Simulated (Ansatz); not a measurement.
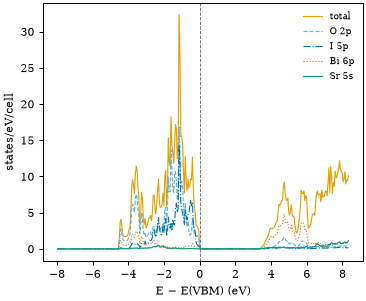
Figure. Total and projected density of states of SrBiIO₂ in space group Cmcm (No. 63; Sr on 4c, Bi on 4c, I on 4c, O on 8e), r²SCAN in the plane-wave PAW code Ansatz

Problem. Which orbitals carry the states next to the gap?

Solution. Top 1 eV of the valence band: I 5p 47 %, O 2p 41 %, Bi 6s 6 %. Bottom 1 eV of the conduction band: Bi 6p 55 %, O 2p 10 %, O 2s 8 %, Sr 5s 7 %, outside the projected shells 16 %. Projections are on Löwdin-orthogonalised atomic valence shells; empty p or d shells of many metals are not among them.

Problem. Where is the tallest occupied peak in this window, and what makes it?

Solution. Near -1.2 eV, about 32 states/eV per cell; the largest projected share is O 2p.

The first step of the workflow began from a Materials Project structure, measured or hypothetical; the Crystallography Open Database files this formula in space group No. 63, but the cells were not matched. Its standing as an ambient phase is unchecked. The r²SCAN relaxation kept the symmetry of its start; whether a distortion lowers the energy is not shown. Spin–orbit coupling is left out wherever it is not named.

Potentials: the later of the program's two PAW sets.
